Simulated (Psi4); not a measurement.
Run report: CO2, molecular dynamics (part 2 of 2)

The same run, continued: CO2, SMILES O=C=O; BP86/def2-SVP, RKS (Psi4 1.11). The geometry comes from this level: PBE0-D4/def2-TZVP.

Geometry of the input (Å):
```
O  0.3716  -1.0919  0.0882
C  0.0001  0.0001  0.0001
O  -0.3718  1.0918  -0.0883
```

**Standard output**
```
step   0  Epot   -5128.032763  Ekin  0.465187  Etot   -5127.567576 eV  T  1199.6 K
step   1  Epot   -5128.036263  Ekin  0.468685  Etot   -5127.567578 eV  T  1208.6 K
step   2  Epot   -5128.038924  Ekin  0.471342  Etot   -5127.567581 eV  T  1215.5 K
step   3  Epot   -5128.040724  Ekin  0.473140  Etot   -5127.567585 eV  T  1220.1 K
step   4  Epot   -5128.041683  Ekin  0.474099  Etot   -5127.567584 eV  T  1222.6 K
step   5  Epot   -5128.041863  Ekin  0.474280  Etot   -5127.567583 eV  T  1223.1 K
step   6  Epot   -5128.041347  Ekin  0.473768  Etot   -5127.567579 eV  T  1221.7 K
step   7  Epot   -5128.040243  Ekin  0.472669  Etot   -5127.567574 eV  T  1218.9 K
step   8  Epot   -5128.038659  Ekin  0.471096  Etot   -5127.567563 eV  T  1214.9 K
step   9  Epot   -5128.036715  Ekin  0.469163  Etot   -5127.567553 eV  T  1209.9 K
step  10  Epot   -5128.034524  Ekin  0.466972  Etot   -5127.567551 eV  T  1204.2 K
step  11  Epot   -5128.032161  Ekin  0.464612  Etot   -5127.567549 eV  T  1198.1 K
step  12  Epot   -5128.029698  Ekin  0.462149  Etot   -5127.567549 eV  T  1191.8 K
step  13  Epot   -5128.027176  Ekin  0.459624  Etot   -5127.567552 eV  T  1185.3 K
step  14  Epot   -5128.024609  Ekin  0.457053  Etot   -5127.567557 eV  T  1178.6 K
step  15  Epot   -5128.021985  Ekin  0.454427  Etot   -5127.567558 eV  T  1171.9 K
step  16  Epot   -5128.019280  Ekin  0.451717  Etot   -5127.567564 eV  T  1164.9 K
step  17  Epot   -5128.016446  Ekin  0.448873  Etot   -5127.567573 eV  T  1157.5 K
step  18  Epot   -5128.013411  Ekin  0.445835  Etot   -5127.567575 eV  T  1149.7 K
step  19  Epot   -5128.010118  Ekin  0.442535  Etot   -5127.567584 eV  T  1141.2 K
step  20  Epot   -5128.006495  Ekin  0.438901  Etot   -5127.567594 eV  T  1131.8 K
step  21  Epot   -5128.002457  Ekin  0.434868  Etot   -5127.567589 eV  T  1121.4 K
step  22  Epot   -5127.997969  Ekin  0.430378  Etot   -5127.567591 eV  T  1109.9 K
step  23  Epot   -5127.992978  Ekin  0.425387  Etot   -5127.567591 eV  T  1097.0 K
step  24  Epot   -5127.987461  Ekin  0.419867  Etot   -5127.567593 eV  T  1082.7 K
step  25  Epot   -5127.981406  Ekin  0.413810  Etot   -5127.567596 eV  T  1067.1 K
```

**Trajectory as extended XYZ (Å, eV, eV/Å), 26 frames, from step=0 to step=25**
```
3
Properties=species:S:1:pos:R:3:forces:R:3 step=0 energy=-5128.03280
O     0.3716   -1.0919    0.0882    0.6615  -1.9402   0.1574
C     0.0001    0.0001    0.0001   -0.0016  -0.0015  -0.0009
O    -0.3718    1.0918   -0.0883   -0.6599   1.9417  -0.1564
3
Properties=species:S:1:pos:R:3:forces:R:3 step=1 energy=-5128.03630
O     0.3706   -1.0942    0.0843    0.5677  -1.6337   0.1436
C     0.0011    0.0020    0.0021    0.1084  -0.3958  -0.0013
O    -0.3715    1.0926   -0.0859   -0.6762   2.0295  -0.1425
3
Properties=species:S:1:pos:R:3:forces:R:3 step=2 energy=-5128.03896
O     0.3695   -1.0965    0.0804    0.4743  -1.3236   0.1328
C     0.0022    0.0040    0.0042    0.2147  -0.7832  -0.0051
O    -0.3712    1.0935   -0.0835   -0.6892   2.1067  -0.1279
3
Properties=species:S:1:pos:R:3:forces:R:3 step=3 energy=-5128.04077
O     0.3685   -1.0989    0.0764    0.3826  -1.0134   0.1251
C     0.0032    0.0059    0.0062    0.3151  -1.1576  -0.0130
O    -0.3710    1.0944   -0.0811   -0.6980   2.1707  -0.1125
3
Properties=species:S:1:pos:R:3:forces:R:3 step=4 energy=-5128.04173
O     0.3676   -1.1013    0.0725    0.2936  -0.7064   0.1206
C     0.0042    0.0078    0.0083    0.4078  -1.5132  -0.0250
O    -0.3708    1.0955   -0.0787   -0.7018   2.2194  -0.0962
3
Properties=species:S:1:pos:R:3:forces:R:3 step=5 energy=-5128.04191
O     0.3666   -1.1038    0.0686    0.2082  -0.4056   0.1195
C     0.0053    0.0096    0.0103    0.4911  -1.8451  -0.0415
O    -0.3706    1.0966   -0.0763   -0.6998   2.2504  -0.0787
3
Properties=species:S:1:pos:R:3:forces:R:3 step=6 energy=-5128.04139
O     0.3656   -1.1063    0.0646    0.1271  -0.1136   0.1216
C     0.0064    0.0113    0.0124    0.5637  -2.1488  -0.0624
O    -0.3704    1.0978   -0.0739   -0.6913   2.2619  -0.0600
3
Properties=species:S:1:pos:R:3:forces:R:3 step=7 energy=-5128.04028
O     0.3646   -1.1087    0.0607    0.0509   0.1676   0.1269
C     0.0075    0.0129    0.0144    0.6243  -2.4203  -0.0878
O    -0.3703    1.0990   -0.0716   -0.6758   2.2523  -0.0400
3
Properties=species:S:1:pos:R:3:forces:R:3 step=8 energy=-5128.03870
O     0.3637   -1.1112    0.0568   -0.0199   0.4360   0.1352
C     0.0087    0.0144    0.0165    0.6721  -2.6567  -0.1175
O    -0.3702    1.1004   -0.0692   -0.6527   2.2203  -0.0187
3
Properties=species:S:1:pos:R:3:forces:R:3 step=9 energy=-5128.03676
O     0.3627   -1.1137    0.0529   -0.0851   0.6903   0.1464
C     0.0099    0.0158    0.0185    0.7062  -2.8557  -0.1515
O    -0.3701    1.1018   -0.0668   -0.6217   2.1649   0.0041
3
Properties=species:S:1:pos:R:3:forces:R:3 step=10 energy=-5128.03456
O     0.3617   -1.1161    0.0490   -0.1445   0.9292   0.1600
C     0.0111    0.0170    0.0205    0.7264  -3.0155  -0.1894
O    -0.3701    1.1034   -0.0644   -0.5826   2.0859   0.0282
3
Properties=species:S:1:pos:R:3:forces:R:3 step=11 energy=-5128.03220
O     0.3608   -1.1185    0.0451   -0.1979   1.1519   0.1761
C     0.0123    0.0180    0.0225    0.7324  -3.1354  -0.2309
O    -0.3700    1.1050   -0.0621   -0.5353   1.9831   0.0537
3
Properties=species:S:1:pos:R:3:forces:R:3 step=12 energy=-5128.02974
O     0.3598   -1.1208    0.0412   -0.2452   1.3578   0.1941
C     0.0136    0.0189    0.0245    0.7243  -3.2152  -0.2758
O    -0.3700    1.1066   -0.0597   -0.4799   1.8569   0.0805
3
Properties=species:S:1:pos:R:3:forces:R:3 step=13 energy=-5128.02722
O     0.3588   -1.1231    0.0374   -0.2867   1.5467   0.2139
C     0.0150    0.0196    0.0265    0.7025  -3.2554  -0.3235
O    -0.3700    1.1084   -0.0573   -0.4166   1.7082   0.1084
3
Properties=species:S:1:pos:R:3:forces:R:3 step=14 energy=-5128.02465
O     0.3578   -1.1254    0.0335   -0.3224   1.7183   0.2352
C     0.0163    0.0202    0.0285    0.6674  -3.2570  -0.3738
O    -0.3701    1.1102   -0.0549   -0.3458   1.5382   0.1374
3
Properties=species:S:1:pos:R:3:forces:R:3 step=15 energy=-5128.02203
O     0.3568   -1.1275    0.0296   -0.3524   1.8727   0.2578
C     0.0177    0.0206    0.0305    0.6198  -3.2217  -0.4262
O    -0.3701    1.1121   -0.0525   -0.2682   1.3486   0.1672
3
Properties=species:S:1:pos:R:3:forces:R:3 step=16 energy=-5128.01932
O     0.3557   -1.1296    0.0258   -0.3769   2.0101   0.2813
C     0.0192    0.0208    0.0324    0.5604  -3.1515  -0.4801
O    -0.3701    1.1140   -0.0501   -0.1842   1.1411   0.1977
3
Properties=species:S:1:pos:R:3:forces:R:3 step=17 energy=-5128.01649
O     0.3547   -1.1317    0.0219   -0.3963   2.1307   0.3054
C     0.0206    0.0209    0.0343    0.4902  -3.0490  -0.5352
O    -0.3702    1.1160   -0.0477   -0.0947   0.9179   0.2286
3
Properties=species:S:1:pos:R:3:forces:R:3 step=18 energy=-5128.01345
O     0.3536   -1.1336    0.0181   -0.4107   2.2351   0.3301
C     0.0221    0.0208    0.0362    0.4104  -2.9169  -0.5909
O    -0.3703    1.1180   -0.0453   -0.0005   0.6814   0.2598
3
Properties=species:S:1:pos:R:3:forces:R:3 step=19 energy=-5128.01016
O     0.3526   -1.1355    0.0143   -0.4205   2.3237   0.3549
C     0.0236    0.0206    0.0381    0.3221  -2.7580  -0.6469
O    -0.3703    1.1200   -0.0429    0.0976   0.4340   0.2910
3
Properties=species:S:1:pos:R:3:forces:R:3 step=20 energy=-5128.00654
O     0.3515   -1.1372    0.0105   -0.4258   2.3972   0.3797
C     0.0251    0.0203    0.0399    0.2266  -2.5757  -0.7026
O    -0.3704    1.1220   -0.0404    0.1986   0.1783   0.3220
3
Properties=species:S:1:pos:R:3:forces:R:3 step=21 energy=-5128.00250
O     0.3504   -1.1389    0.0067   -0.4271   2.4560   0.4043
C     0.0267    0.0198    0.0417    0.1249  -2.3730  -0.7577
O    -0.3704    1.1241   -0.0380    0.3016  -0.0832   0.3525
3
Properties=species:S:1:pos:R:3:forces:R:3 step=22 energy=-5127.99801
O     0.3492   -1.1405    0.0029   -0.4247   2.5010   0.4286
C     0.0282    0.0192    0.0434    0.0184  -2.1532  -0.8117
O    -0.3704    1.1261   -0.0355    0.4057  -0.3479   0.3823
3
Properties=species:S:1:pos:R:3:forces:R:3 step=23 energy=-5127.99302
O     0.3481   -1.1420   -0.0008   -0.4187   2.5328   0.4523
C     0.0297    0.0185    0.0451   -0.0918  -1.9195  -0.8642
O    -0.3705    1.1281   -0.0330    0.5100  -0.6135   0.4113
3
Properties=species:S:1:pos:R:3:forces:R:3 step=24 energy=-5127.98750
O     0.3470   -1.1434   -0.0046   -0.4097   2.5523   0.4752
C     0.0313    0.0177    0.0468   -0.2044  -1.6749  -0.9150
O    -0.3705    1.1302   -0.0305    0.6136  -0.8776   0.4392
3
Properties=species:S:1:pos:R:3:forces:R:3 step=25 energy=-5127.98145
O     0.3458   -1.1447   -0.0083   -0.3977   2.5603   0.4974
C     0.0328    0.0168    0.0484   -0.3183  -1.4224  -0.9637
O    -0.3704    1.1321   -0.0280    0.7157  -1.1380   0.4658
```

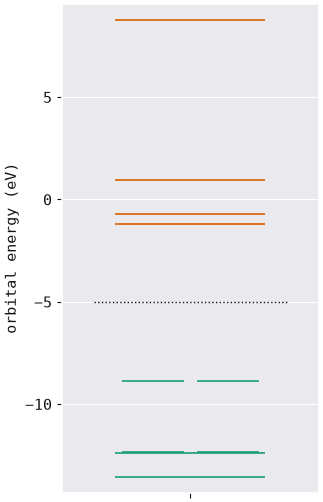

Fig. 1: Orbital energies near the frontier; the dotted line parts filled from empty levels, and levels within 0.02 eV of each other stand side by side. Highest filled −8.87 eV, lowest empty −1.20 eV, 7.67 eV apart.
